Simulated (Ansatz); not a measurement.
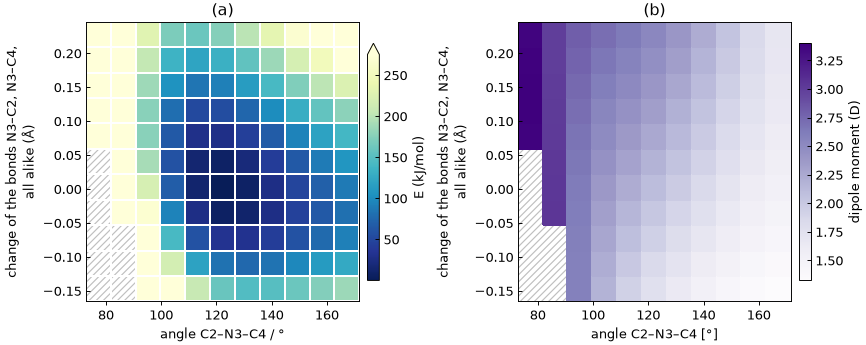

C4H6ClN, SMILES CC=NC=CCl. First axis: angle C2–N3–C4. Second axis: change of the bonds N3–C2, N3–C4, all alike. Nothing is relaxed (all other coordinates rigid). The grid has 11 × 11 points. At 9 points there is no value. Points are written as (first, second). Energies: kJ/mol, counted from the relaxed molecule at the same level. These are results of RKS PBE-D4/def2-SVP in Ansatz, not measurements.

Panel (a) is the energy; panel (b) is the computed dipole moment, in D.

In the figure: one coloured cell a grid point, one colour for all values above the top of the scale, hatched blanks where no value was computed.

> How does the dipole moment vary over the map, and what is it at the lowest grid point?

Leaving out the highest fifth of the energies, it runs from 1.32 D at (167.2°, −0.147 Å) to 2.80 D at (95.2°, 0.227 Å). At the lowest grid point, (122.2°, 0.003 Å), it is 2.10 D.
